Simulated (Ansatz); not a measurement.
# CuMo: from a guess to a relaxed structure

Aim: relax a trial structure of CuMo and see where it ends.

Program: Ansatz 0.2.0. Level of theory: DFT PBE, scalar-relativistic, plane waves, PAW. These are calculated values, not measurements.

### 1 The structure to begin with

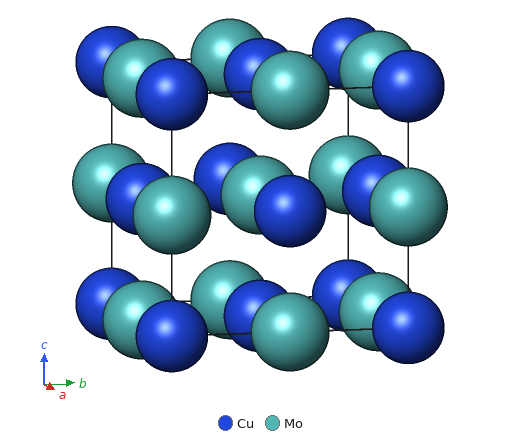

The starting structure, seen slightly off an axis (copper blue, molybdenum teal). Atoms on the faces are drawn again on the opposite ones. The cell drawn here is the conventional one.

Coordinates:

```cif
data_structure
_symmetry_space_group_name_H-M 'P 1'
_symmetry_Int_Tables_number 1
_cell_length_a 3.5413
_cell_length_b 3.5413
_cell_length_c 3.5413
_cell_angle_alpha 60.000
_cell_angle_beta 60.000
_cell_angle_gamma 60.000
_cell_volume 31.40
loop_
_atom_site_label
_atom_site_type_symbol
_atom_site_fract_x
_atom_site_fract_y
_atom_site_fract_z
_atom_site_occupancy
Cu1 Cu 0.00000 0.00000 0.00000 1
Mo1 Mo 0.50000 0.50000 0.50000 1
```

A structure generator made this guess: species swapped into a database cell of CeAs (Fm-3m, No. 225), with Cu on the Ce sites and Mo on the As sites. Its size is a rough estimate.

### 2 Probe: one point on a coarse mesh

The input, input.yaml:

```yaml
crystal:
  lattice:
    - [0.0, 2.50409194, 2.50409194]
    - [2.50409194, 0.0, 2.50409194]
    - [2.50409194, 2.50409194, 0.0]
  atoms:
    - { symbol: Cu, position: [0.0, 0.0, 0.0] }
    - { symbol: Mo, position: [0.5, 0.5, 0.5] }
basis:
  ecutwfc: 420
kpoints:
  mp_grid: { grid: [6, 6, 6] }
hamiltonian:
  xc: pbe
scf:
  occupations: { method: gaussian, width: 0.1 }
  lower_state_search: "off"
output:
  forces: true
  stress: true
  eigenvalues: true
```

Started as:

```
ansatz run input.yaml --threads 1 --pin off --max-ram 2560MiB --backend cpu --events-out ev --progress --plain --runs-dir out
```

Output, cut to the lines that bear on the results:

```text
[...]
SCF converged after 7 iterations
Free energy (F): -11578.932682 eV
[...]
E sigma→0 (E₀):  -11578.924760 eV
Entropy (-TS):   -0.015845 eV (-7.922 meV/atom)
Fermi energy:    16.083008 eV
[...]
--- Forces (eV/Å), atoms counted from 1 ---
  atom   1  Cu    -0.00000000     0.00000000     0.00000000
  atom   2  Mo     0.00000000    -0.00000000    -0.00000000
[...]
--- Stress (GPa, compression-positive) ---
       -2.515208      -0.000000      -0.000000
       -0.000000      -2.515208       0.000000
        0.000000      -0.000000      -2.515208
  P = ⅓ Tr σ = -2.5152 GPa (-25.152 kbar)
--- Band table (eV; the first three rows and the last of 16) ---
  k-point 0: bands = ["-96.8953", "-54.2497", "-54.2497", "-54.2497", "-44.9742", "-18.9547", "-18.9547", "-18.9547", "8.7868", "11.7459", "11.7459", "12.1223", "12.1223", "12.1223", "16.6254", "16.6254", "16.6254", "17.9577", "17.9577", "25.6069", "25.6069"]
[...]
```

Wall time 0.73 s (1 thread of Arm Neoverse V2, shared host); peak memory 0.28 GiB.

Read-out: pressure -2.5 GPa, largest force 0.00 eV/Å, gap on this mesh none (metal). The coarse relaxation is skipped.

### 3 Spin check on a coarse mesh

input.yaml, as its differences from that of step 2:

```diff
@@ -7,3 +7,3 @@
     - { symbol: Cu, position: [0.0, 0.0, 0.0] }
-    - { symbol: Mo, position: [0.5, 0.5, 0.5] }
+    - { symbol: Mo, position: [0.5, 0.5, 0.5], spin: 1.0 }
 basis:
@@ -21 +21,4 @@
   eigenvalues: true
+  populations: true
+magnetization:
+  spin_polarized: true
```

Started as:

```
ansatz run input.yaml --threads 1 --pin off --max-ram 2560MiB --backend cpu --events-out ev --progress --plain --runs-dir out
```

Output, cut to the lines that bear on the results:

```text
[...]
SCF converged after 18 iterations
Magnetization: 0.0000 μB (16.5000 up, 16.5000 down)
Absolute magnetization: 0.0000 μB (∫|ρ↑−ρ↓|, with the PAW one-centre terms)
Spin contamination: 0.0000 ħ² per cell (⟨S²⟩ above its minimum at these occupations)
Per-site moments (μB) at R_I (Å): [(1.837129512201253e-6, 1.0329379252500002), (9.16490856621149e-6, 1.0329379252500002)]
Free energy (F): -11578.932682 eV
[...]
E sigma→0 (E₀):  -11578.924760 eV
Entropy (-TS):   -0.015844 eV (-7.922 meV/atom)
Fermi energy:    16.082988 eV
[...]
--- Forces (eV/Å), atoms counted from 1 ---
  atom   1  Cu    -0.00000000     0.00000000    -0.00000000
  atom   2  Mo     0.00000000     0.00000000    -0.00000000
[...]
--- Stress (GPa, compression-positive) ---
       -2.516032      -0.000000      -0.000000
       -0.000000      -2.516032      -0.000000
        0.000000      -0.000000      -2.516032
  P = ⅓ Tr σ = -2.5160 GPa (-25.160 kbar)
--- Band table (eV; the first three rows and the last of 32) ---
  k-point 0 ↑: bands = ["-96.8952", "-54.2495", "-54.2495", "-54.2495", "-44.9743", "-18.9548", "-18.9548", "-18.9548", "8.7868", "11.7460", "11.7460", "12.1224", "12.1224", "12.1224", "16.6254", "16.6254", "16.6254", "17.9576", "17.9576", "25.6069", "25.6069"]
[...]
--- Löwdin populations: 2 sites ---
  site symbol       q [e]    m [muB]
     0     Cu     18.5145     0.0000
     1     Mo     14.2105     0.0000
  spilling = 0.008333 (of n_electrons = 33.000000)
```

It took 2.2 s on 1 thread of Arm Neoverse V2, shared host; peak memory 0.28 GiB.

Per atom:

```
atom  Löwdin electrons
 Cu1             18.51
 Mo2             14.21
```

The Löwdin counts miss 0.27 of the 33 electrons, which the atomic orbitals do not span, so they are no charges.

The same cell is solved with trial moments on Mo. The largest site moment that stays is 0.00 μB and the cell's total 0.00 μB. The workflow keeps spin only above 0.25 μB on a site, so the next run goes without spin.

### 4 Final relaxation

The input, input.yaml:

```yaml
crystal:
  lattice:
    - [0.0, 2.50409194, 2.50409194]
    - [2.50409194, 0.0, 2.50409194]
    - [2.50409194, 2.50409194, 0.0]
  atoms:
    - { symbol: Cu, position: [0.0, 0.0, 0.0] }
    - { symbol: Mo, position: [0.5, 0.5, 0.5] }
basis:
  ecutwfc: 420
kpoints:
  mp_grid: { grid: [20, 20, 20] }
hamiltonian:
  xc: pbe
scf:
  occupations: { method: gaussian, width: 0.1 }
output:
  forces: true
  stress: true
  eigenvalues: true
relax:
  adjacent_minimum: "off"
  f_tol: 0.01
  max_steps: 80
  cell: { stress_tol: 0.05 }
```

Started as:

```
ansatz run input.yaml --threads 1 --pin off --max-ram 2560MiB --backend cpu --events-out ev --progress --plain --runs-dir out
```

Output:

```text
Warning: RAYON_NUM_THREADS=1 ignored (pool sized by the plan → 1); use --threads N
Engine: ansatz 0.2.0, aarch64-unknown-linux-gnu
Pseudopotentials: kind: paw
Pseudopotential: Cu, paw, valence charge 19, recommended cutoff 420 eV (normal), Cu.paw.azcp
Pseudopotential: Mo, paw, valence charge 14, recommended cutoff 420 eV (normal), Mo.paw.azcp
Functional definition: PBE
  parameter kappa = 0.804
  parameter beta = 0.06672455060314922
  exchange = pbe_x(kappa = kappa, mu = beta*pi^2/3)
  correlation = pbe_c(beta = beta)
Crystal: 2 atoms, lattice volume = 31.404 Å³
Basis set: ecut = 420 eV, 609 PW (Γ), exchange–correlation on 48×48×48 points (8 copies of the dense FFT grid, shifted against one another)
Bands: 21, of which v1, the nominal top of the filled ones, is band 17 counted from 1 (16 counted from 0)
Symmetry: 48 space group operations
Space group: Fm-3m (ITA 225), of the structure as read, at distance tolerance 3.2e-5 Å
k-points: 256 of 8000
Non-local potential: Cu, projectors of the file, l = 0: 3, l = 1: 2, l = 2: 3, l = 3: 1
Non-local potential: Mo, projectors of the file, l = 0: 3, l = 1: 2, l = 2: 2, l = 3: 1
PAW form: soft (Blöchl's): semilocal exchange-correlation on the pseudo side does not see the compensation charge
PAW one-centre angular grid: Cu, 590 points (default); XC on 64 Gauss nodes
PAW one-centre angular grid: Mo, 590 points (default); XC on 64 Gauss nodes
Initial density: superposition of atomic densities (neutral atoms: chi_scale 0, normalization atom), corrected by the library's trained network
Initial wavefunctions: pseudopotential atomic-orbital guess
Functional: x = pbe(κ = 0.804, μ = 0.2195149727645171), c = pbe(β = 0.06672455060314922)
SCF iter   1: F=—  HF=-11578.970810 eV  |F-HF|=—  |Δ(HF+E_count)|=         —  Δρ=1.86e-2  dr2=1.19e-1  ethr=1.77e-3  ⟨swp⟩=5.2  Hψ=21624  notcnv=0
preconditioner: auto → Kerker (q_TF=auto, 2.751 Å⁻¹)  [metal: Δε(μ)=0.006 eV  Ē_g=6.457 eV  σ=0.100 eV  W_gap=0.03  n_scr=14 (ndim 8)  ℏωp=27.3 eV  f_vac=0.000  D(μ)=1.87/eV (n_scr^D=14)]
SCF iter   2: F=—  HF=-11578.958996 eV  |F-HF|=—  |Δ(HF+E_count)|=   1.18e-2  Δρ=6.07e-3  dr2=1.87e-2  ethr=3.59e-4  ⟨swp⟩=1.9  Hψ=7911  notcnv=0  defer=15
SCF iter   3: F=—  HF=-11578.955393 eV  |F-HF|=—  |Δ(HF+E_count)|=   3.60e-3  Δρ=3.44e-3  dr2=4.25e-3  ethr=5.68e-5  ⟨swp⟩=2.6  Hψ=7547  notcnv=0  defer=19
SCF iter   4: F=—  HF=-11578.954900 eV  |F-HF|=—  |Δ(HF+E_count)|=   4.93e-4  Δρ=7.08e-4  dr2=8.01e-5  ethr=1.29e-5  ⟨swp⟩=1.5  Hψ=5843  notcnv=0  defer=15
SCF iter   5: F=—  HF=-11578.954948 eV  |F-HF|=—  |Δ(HF+E_count)|=   4.80e-5  Δρ=1.34e-4  dr2=6.10e-6  ethr=2.43e-7  ⟨swp⟩=2.0  Hψ=8237  notcnv=0  defer=15
SCF iter   6: F=—  HF=-11578.954948 eV  |F-HF|=—  |Δ(HF+E_count)|=   4.25e-7  Δρ=3.37e-5  dr2=3.10e-7  ethr=1.85e-8  ⟨swp⟩=2.0  Hψ=7447  notcnv=0  defer=15
SCF iter   7: F=—  HF=-11578.954949 eV  |F-HF|=—  |Δ(HF+E_count)|=   2.34e-7  Δρ=1.96e-5  dr2=1.09e-7  ethr=3.03e-10  ⟨swp⟩=5.4  Hψ=22001  notcnv=0
SCF iter   8: F=-11578.954949 eV  HF=-11578.954949 eV  |F-HF|=2.62e-10  |Δ(HF+E_count)|=  8.22e-10  Δρ=2.86e-6  dr2=2.54e-9  ethr=3.03e-10  ⟨swp⟩=4.1  Hψ=16210  notcnv=0
SCF 1 converged in 8 iterations: F = -11578.954949 eV  dr2 = 2.54e-9
relax step   1: F+E_penalty+E_count = -11578.95494860 eV  Δ(F+E_penalty+E_count) = +0.000e0 eV  max|allowed force component| = 3.957e-29 eV/Å  Δτ_max = 0.0000 Å  P = -2.698 GPa  Ω = 31.404 Å³  (8 SCF iters, dr2 threshold 1.00e-7 eV, accepted)
Crystal: 2 atoms, lattice volume = 30.804 Å³
Initial density: handed on by an earlier stage of this run
Initial wavefunctions: those handed on with the density
iter 1 solved again at ethr=2.70e-5 eV; its pass at ethr=3.10e-3 eV (dr2=8.91e-3 eV) is discarded
SCF iter   1: F=—  HF=-11578.960737 eV  |F-HF|=—  |Δ(HF+E_count)|=         —  Δρ=6.32e-3  dr2=8.77e-3  ethr=2.70e-5  ⟨swp⟩=1.0  Hψ=27415  notcnv=0
preconditioner: auto → Kerker (q_TF=auto, 2.760 Å⁻¹)  [metal: Δε(μ)=0.004 eV  Ē_g=6.436 eV  σ=0.100 eV  W_gap=0.02  n_scr=14 (ndim 8)  ℏωp=27.6 eV  f_vac=0.000  D(μ)=2.10/eV (n_scr^D=14)]
SCF iter   2: F=—  HF=-11578.959665 eV  |F-HF|=—  |Δ(HF+E_count)|=   1.07e-3  Δρ=1.26e-3  dr2=4.80e-4  ethr=2.66e-5  ⟨swp⟩=2.1  Hψ=6264  notcnv=0
SCF iter   3: F=—  HF=-11578.959512 eV  |F-HF|=—  |Δ(HF+E_count)|=   1.53e-4  Δρ=8.07e-4  dr2=2.04e-4  ethr=1.45e-6  ⟨swp⟩=2.1  Hψ=6446  notcnv=0
SCF iter   4: F=—  HF=-11578.959493 eV  |F-HF|=—  |Δ(HF+E_count)|=   1.95e-5  Δρ=2.31e-4  dr2=1.05e-5  ethr=6.18e-7  ⟨swp⟩=2.0  Hψ=6742  notcnv=0
SCF iter   5: F=—  HF=-11578.959498 eV  |F-HF|=—  |Δ(HF+E_count)|=   5.64e-6  Δρ=5.01e-5  dr2=7.89e-7  ethr=3.18e-8  ⟨swp⟩=2.0  Hψ=7336  notcnv=0
SCF iter   6: F=-11578.959498 eV  HF=-11578.959498 eV  |F-HF|=1.54e-8  |Δ(HF+E_count)|=   8.08e-8  Δρ=8.51e-6  dr2=1.72e-8  ethr=6.06e-10  ⟨swp⟩=5.0  Hψ=22350  notcnv=0
SCF 2 converged in 6 iterations: F = -11578.959498 eV  dr2 = 1.72e-8
relax step   2: F+E_penalty+E_count = -11578.95949832 eV  Δ(F+E_penalty+E_count) = -4.550e-3 eV  max|allowed force component| = 2.426e-29 eV/Å  Δτ_max = 0.0000 Å  P = +0.442 GPa  Ω = 30.804 Å³  energy of the carried Pulay correction = +2.194e-4 eV  (6 SCF iters, dr2 threshold 2.00e-7 eV, accepted)
Crystal: 2 atoms, lattice volume = 30.887 Å³
iter 1 solved again at ethr=5.03e-7 eV; its pass at ethr=3.10e-3 eV (dr2=1.66e-4 eV) is discarded
SCF iter   1: F=—  HF=-11578.959604 eV  |F-HF|=—  |Δ(HF+E_count)|=         —  Δρ=8.83e-4  dr2=1.72e-4  ethr=5.03e-7  ⟨swp⟩=2.3  Hψ=24474  notcnv=0
preconditioner: auto → Kerker (q_TF=auto, 2.759 Å⁻¹)  [metal: Δε(μ)=0.007 eV  Ē_g=6.450 eV  σ=0.100 eV  W_gap=0.04  n_scr=14 (ndim 8)  ℏωp=27.5 eV  f_vac=0.000  D(μ)=2.05/eV (n_scr^D=14)]
SCF iter   2: F=—  HF=-11578.959581 eV  |F-HF|=—  |Δ(HF+E_count)|=   2.26e-5  Δρ=1.66e-4  dr2=8.30e-6  ethr=5.03e-7  ⟨swp⟩=2.0  Hψ=6186  notcnv=0
SCF iter   3: F=—  HF=-11578.959579 eV  |F-HF|=—  |Δ(HF+E_count)|=   2.76e-6  Δρ=1.12e-4  dr2=3.90e-6  ethr=2.52e-8  ⟨swp⟩=2.0  Hψ=6761  notcnv=0
SCF iter   4: F=—  HF=-11578.959578 eV  |F-HF|=—  |Δ(HF+E_count)|=   3.37e-7  Δρ=3.39e-5  dr2=2.06e-7  ethr=1.18e-8  ⟨swp⟩=2.0  Hψ=6748  notcnv=0
iter 5 did not close the SCF: its close was put off for the readings that it lacked (scf_convergence_deferred on its scf_iter line)
SCF iter   5: F=-11578.959578 eV  HF=-11578.959578 eV  |F-HF|=3.88e-9  |Δ(HF+E_count)|=   1.29e-7  Δρ=6.81e-6  dr2=1.59e-8  ethr=6.24e-10  ⟨swp⟩=2.0  Hψ=7351  notcnv=0
SCF iter   6: F=-11578.959578 eV  HF=-11578.959578 eV  |F-HF|=9.20e-10  |Δ(HF+E_count)|=   1.66e-9  Δρ=1.61e-6  dr2=5.74e-10  ethr=4.83e-11  ⟨swp⟩=2.0  Hψ=15290  notcnv=0
SCF 3 converged in 6 iterations: F = -11578.959578 eV  dr2 = 5.74e-10
relax step   3: F+E_penalty+E_count = -11578.95957839 eV  Δ(F+E_penalty+E_count) = -8.008e-5 eV  max|allowed force component| = 1.926e-29 eV/Å  Δτ_max = 0.0000 Å  P = -0.014 GPa  Ω = 30.887 Å³  energy of the carried Pulay correction = +1.888e-4 eV  (6 SCF iters, dr2 threshold 2.00e-7 eV, accepted)
Initial wavefunctions: pseudopotential atomic-orbital guess (no wavefunctions were taken with the density)
iter 1 solved again at ethr=4.91e-8 eV; its pass at ethr=3.10e-3 eV (dr2=1.62e-5 eV) is discarded
SCF iter   1: F=—  HF=-11578.959386 eV  |F-HF|=—  |Δ(HF+E_count)|=         —  Δρ=3.55e-5  dr2=5.42e-8  ethr=4.91e-8  ⟨swp⟩=3.0  Hψ=37136  notcnv=0
preconditioner: auto → Kerker (q_TF=auto, 2.759 Å⁻¹)  [metal: Δε(μ)=0.006 eV  Ē_g=6.446 eV  σ=0.100 eV  W_gap=0.03  n_scr=14 (ndim 8)  ℏωp=27.5 eV  f_vac=0.000  D(μ)=2.06/eV (n_scr^D=14)]
SCF iter   2: F=—  HF=-11578.959384 eV  |F-HF|=—  |Δ(HF+E_count)|=   1.86e-6  Δρ=2.16e-5  dr2=5.00e-8  ethr=1.64e-10  ⟨swp⟩=2.5  Hψ=9030  notcnv=0
SCF iter   3: F=—  HF=-11578.959384 eV  |F-HF|=—  |Δ(HF+E_count)|=   1.08e-8  Δρ=6.83e-6  dr2=4.25e-9  ethr=1.52e-10  ⟨swp⟩=1.0  Hψ=5376  notcnv=0
SCF iter   4: F=—  HF=-11578.959384 eV  |F-HF|=—  |Δ(HF+E_count)|=  5.68e-10  Δρ=4.32e-7  dr2=4.34e-11  ethr=1.29e-11  ⟨swp⟩=2.0  Hψ=7562  notcnv=0
SCF iter   5: F=—  HF=-11578.959384 eV  |F-HF|=—  |Δ(HF+E_count)|=  1.02e-10  Δρ=2.93e-7  dr2=8.41e-12  ethr=1.00e-12  ⟨swp⟩=2.6  Hψ=8955  notcnv=0
SCF iter   6: F=-11578.959384 eV  HF=-11578.959384 eV  |F-HF|=3.64e-12  |Δ(HF+E_count)|=    0.00e0  Δρ=6.80e-8  dr2=1.20e-12  ethr=1.00e-12  ⟨swp⟩=5.0  Hψ=20821  notcnv=0
SCF 4 converged in 6 iterations: F = -11578.959384 eV  dr2 = 1.20e-12
relax step   4: F+E_penalty+E_count = -11578.95938436 eV  Δ(F+E_penalty+E_count) = +1.940e-4 eV  max|allowed force component| = 2.077e-29 eV/Å  Δτ_max = 0.0000 Å  P = -0.008 GPa  Ω = 30.887 Å³  stress off target by 8.35e-3 GPa  SCF on the basis re-selected at this cell (its energy is not comparable with the rows above)  (6 SCF iters)
basis re-selected at this cell: Δ(F+E_penalty+E_count) = +1.940e-4 eV, ΔP = +0.005 GPa vs the last step (what re-selecting the basis moved, of the pressure what is left beyond the Pulay correction that the steps carried, after the strain that the cell walked since its last selection, with what the two solves' SCF thresholds leave and, on support functions, any second-order correction that the steps lacked; it is no measure of the basis error at this ecutwfc). This SCF's stress stands 8.35e-3 GPa from its target on what of the cell is left free (relax.cell.stress_tol is 5.00e-2 GPa) and its largest allowed force component is 2.08e-29 eV/Å (relax.f_tol is 1.00e-2 eV/Å): within both
SCF converged after 6 iterations
Free energy (F): -11578.959384 eV
Harris-Foulkes:  -11578.959384 eV  (|F-HF|=3.64e-12)
Internal energy: -11578.949090 eV  (E = F + TS)
E sigma→0 (E₀):  -11578.954237 eV
Entropy (-TS):   -0.010294 eV (-5.147 meV/atom)
Fermi energy:    16.447650 eV
--- Per-component energies (eV) ---
  E_band       = -488.021875
  E_kinetic    = 737.381364
  E_local      = -5540.950854  (includes V_loc(G=0)·N_el)
  E_nonlocal   = 525.530624
  E_hartree    = 2357.764694
  E_xc         = -272.095667
  E_vxc        = -343.287639  (∫ρ·V_xc dr)
  E_paw        = -4856.837999  (= ΣΔE_a)
  E_vpaw       = -582.224952  (= ΣTr[D̂ρ^β])
  E_aug_tail   = 0.000279  (compensation charges beyond the density's cutoff)
  E_ewald      = -4529.741531
  E_smearing   = -0.010294  (= −TS)
  E_closure    = 0.000000  (closes the sum)
  Σ components = -11578.959384   (vs F -11578.959384, Δ=0.00e0)
--- Forces (eV/Å), atoms counted from 1 ---
  atom   1  Cu    -0.00000000    -0.00000000    -0.00000000
  atom   2  Mo     0.00000000     0.00000000    -0.00000000
  max |Σ_I F_I| component: 3.42e-29 eV/Å
--- Stress (GPa, compression-positive) ---
       -0.008351      -0.000000       0.000000
       -0.000000      -0.008351      -0.000000
        0.000000      -0.000000      -0.008351
  P = ⅓ Tr σ = -0.0084 GPa (-0.084 kbar)
--- Band table (eV; the first three rows and the last of 256) ---
  k-point 0: bands = ["-96.5857", "-53.9411", "-53.9411", "-53.9411", "-44.6214", "-18.6024", "-18.6024", "-18.6024", "9.0438", "12.0100", "12.0100", "12.3906", "12.3906", "12.3906", "16.9872", "16.9872", "16.9872", "18.3545", "18.3545", "26.0474", "26.0474"]
  k-point 1: bands = ["-96.5857", "-53.9412", "-53.9412", "-53.9412", "-44.6210", "-18.6063", "-18.6032", "-18.6032", "9.0998", "12.0291", "12.0291", "12.3910", "12.4105", "12.4105", "16.9417", "16.9797", "16.9797", "18.2808", "18.2808", "25.8709", "26.1604"]
  k-point 2: bands = ["-96.5856", "-53.9414", "-53.9412", "-53.9412", "-44.6200", "-18.6174", "-18.6052", "-18.6052", "9.2665", "12.0858", "12.0858", "12.3933", "12.4693", "12.4693", "16.8106", "16.9510", "16.9510", "18.0821", "18.0821", "25.3821", "26.4798"]
  k-point 255: bands = ["-96.5856", "-53.9424", "-53.9424", "-53.9421", "-44.6035", "-18.6994", "-18.6994", "-18.6665", "12.3666", "12.4692", "12.4692", "12.6649", "13.5700", "13.6042", "15.5786", "15.7448", "15.7448", "17.8932", "20.1069", "20.1069", "21.5769"]
--- Relaxed structure (3 steps of the walk, 3 accepted, 1 SCFs on fresh bases) ---
  F+E_penalty+E_count = -11578.95938436 eV   max|allowed force component| = 2.077e-29 eV/Å   (the final SCF, on the basis selected at the relaxed cell)
  cell:  # Å, volume = 30.8871 Å³
    - [-1.910764512335846e-34, 2.490284280325102, 2.490284280325102]
    - [2.490284280325102, 1.2419969330183e-34, 2.490284280325102]
    - [2.490284280325102, 2.490284280325102, -1.433073384251885e-34]
  atoms:
    - { symbol: Cu, position: [2.8040582203914518e-36, -5.2075366949917084e-36, -8.41217466112622e-36] }
    - { symbol: Mo, position: [0.5, 0.5, 0.5] }
```

Wall time 28 s (1 thread of Arm Neoverse V2, shared host); peak memory 0.44 GiB.

Step by step:

| step | E - E(step 1) (eV/cell) | largest force component (eV/Å) | pressure (GPa) | volume (Å³) |
| --- | --- | --- | --- | --- |
| 1 | 0.0000 | 0.0000 | -2.70 | 31.40 |
| 2 | -0.0045 | 0.0000 | 0.44 | 30.80 |
| 3 | -0.0046 | 0.0000 | -0.01 | 30.89 |
| 4 | -0.0044 | 0.0000 | -0.01 | 30.89 |

Step 1 is the start. Step 4 repeats the geometry before it on a plane-wave basis chosen anew for that cell, so its energy need not be comparable with the rows above.

Lengths and angles in the start's conventional setting:

|  | before | after | change |
| --- | --- | --- | --- |
| a (Å) | 5.008 | 4.981 | -0.6 % |
| b (Å) | 5.008 | 4.981 | -0.6 % |
| c (Å) | 5.008 | 4.981 | -0.6 % |
| volume (Å³/atom) | 15.70 | 15.44 | -1.6 % |
| shortest distance (Å) | 2.504 | 2.490 | -0.6 % |
| space group (0.01 Å) | Fm-3m | Fm-3m | same |

Forces and stress were held to the start's 48 operations: a distortion of lower symmetry was not tested.

### 5 The same system, input altered

The input, input.yaml:

```yaml
crystal:
  lattice:
    - [0.0, 2.4902842803, 2.4902842803]
    - [2.4902842803, 0.0, 2.4902842803]
    - [2.4902842803, 2.4902842803, 0.0]
  atoms:
    - { symbol: Cu, position: [0.0, 0.0, 0.0] }
    - { symbol: Mo, position: [0.5, 0.5, 0.5] }
basis:
  ecutwfc: 420
kpoints:
  mp_grid: { grid: [20, 20, 20] }
hamiltonian:
  xc: pbe
scf:
  max_iter: 80
output:
  forces: true
  eigenvalues: true
  stress: true
```

Started as:

```
ansatz run input.yaml --threads 1 --pin off --max-ram 2560MiB --backend cpu --events-out ev --progress --plain --runs-dir out
```

Output:

```text
Error: YAML parse error: `scf.occupations.method` is required: fixed only where the cell keeps a band gap throughout the run, explicit beside scf.occupations.values (under evaluate: without them), else a smearing such as fermi_dirac (scf.occupations.width is optional; its entry in the input reference gives the default)
```

Run time: 0.02 s. Hardware: 1 thread of Arm Neoverse V2, shared host; peak memory 0.022 GiB.

### 6 What went wrong

The run ended at the input check. Its message: «`scf.occupations.method` is required: fixed only where the cell keeps a band gap throughout the run, explicit beside scf.occupations.values (under evaluate: without them) ...»

The suspect setting: scf.occupations.method is missing; scf.occupations.width is missing. A required setting is missing, and the program won't guess it.

What to do: set scf.occupations.method to gaussian and scf.occupations.width to 0.1.

### 7 Outcome

```
                              quantity                                                                      value
symmetry at the end (tolerance 0.05 Å)                                                space group Fm-3m (No. 225)
                     conventional cell  a = 4.981 Å, b = 4.981 Å, c = 4.981 Å, α = 90.00°, β = 90.00°, γ = 90.00°
                                volume                                                              15.44 Å³/atom
              energy over the elements                                                              +1.12 eV/atom
                       gap on the mesh                                                               none (metal)
```

In words: The space group Fm-3m (No. 225) is kept, and the volume per atom shrinks by 1.6 % from the first guess. With a positive formation energy it can't be a ground state. No finished test with a distortion of lower symmetry is shown, so the end may be a saddle point. Other magnetic orders were not searched.
